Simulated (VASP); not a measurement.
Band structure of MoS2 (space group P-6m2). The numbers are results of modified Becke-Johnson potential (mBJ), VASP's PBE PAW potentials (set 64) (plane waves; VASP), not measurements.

mBJ is a potential without an energy functional, so only the levels count. Without a dispersion term in the relaxation, distances and binding between the weakly bound layers, chains or molecules are unreliable, and so is what depends on them.

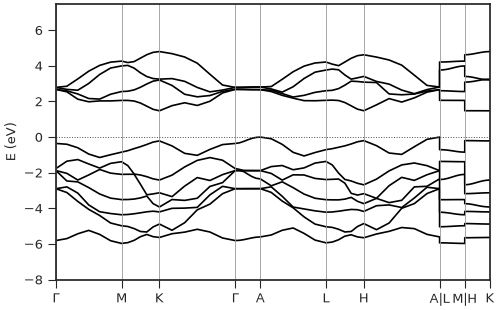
Figure: Bands along high-symmetry lines, zero at the valence-band maximum or, without a gap, the Fermi level

Read the plot: is there a gap, and where are the band edges?

The gap is indirect, 1.48 eV, from the valence maximum at A to the conduction minimum at K.

The structure comes from a computed database's MoS2 entry (P-6m2); how it stands against other phases isn't given here. It was relaxed first, which changed the volume by -59 %. The cell's shape comes from a PBE relaxation.
